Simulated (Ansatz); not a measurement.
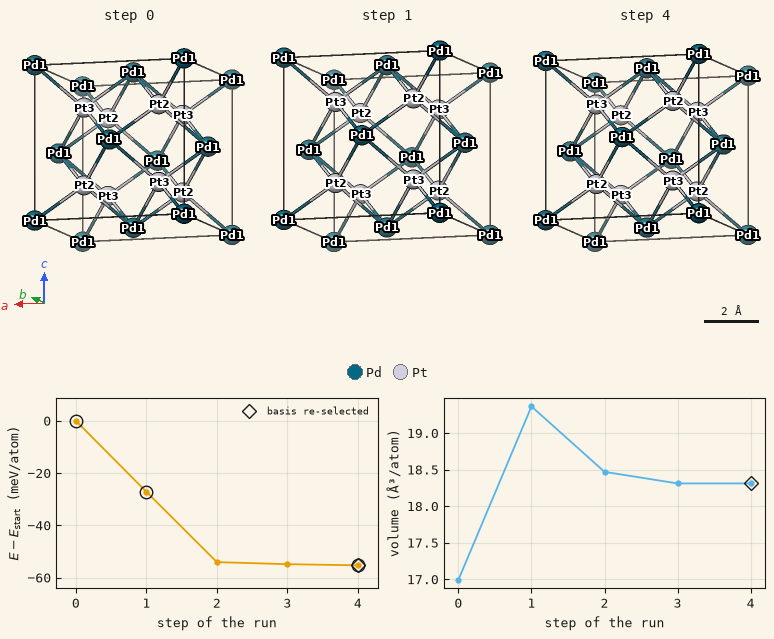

Frames of a relaxation of crystalline PdPt2 (a generated structure, set up in Fm-3m) (coarse preliminary run), marked on the history of the run. A ball-and-stick model of the conventional cell (4 times the calculation's cell), seen from a free direction. Lengths and directions refer to the drawn axes.

All numbers below come from DFT PBE, scalar-relativistic, plane waves, PAW (Ansatz). Set-up: plane-wave cutoff 420 eV; k-point mesh 6 × 6 × 6; occupations gaussian; smearing width 0.1 eV; no spin polarisation; cell and atoms relaxed; force threshold 0.04 eV/Å; at most 70 steps.

Q: Describe the path.

A: Over 3 accepted moves (4 points after the start) the energy falls by 55.3 meV per atom. All forces vanish by symmetry, so only the cell relaxes. The pressure goes from 14.63 to −0.07 GPa. At 1 point the geometry stayed and the basis and grid were re-selected for the new cell (energy shift of 0.5 meV per atom at most each time). No atom moves by more than 0.005 Å relative to the cell. The volume changes by +7.8 %, with a = b = c 5.886 → 6.035 Å (+2.5 %). Near-neighbour distances that change, for instance: Pd1–Pt2 2.549 → 2.613 Å. The space group stays Fm-3m (No. 225). From step 0 to 1: volume +14.0 %, energy −27.1 meV per atom. From step 1 to 4: volume −5.4 %, energy −28.1 meV per atom.

| step | E − E(0), meV/atom | pressure, GPa | volume, Å³/atom | note |
| --- | --- | --- | --- | --- |
| 0 | 0.00 | 14.63 | 16.994 |  |
| 1 | -27.14 | -7.78 | 19.366 |  |
| 2 | -54.04 | -1.39 | 18.471 |  |
| 3 | -54.82 | -0.04 | 18.312 |  |
| 4 | -55.27 | -0.07 | 18.312 | same geometry, new basis |
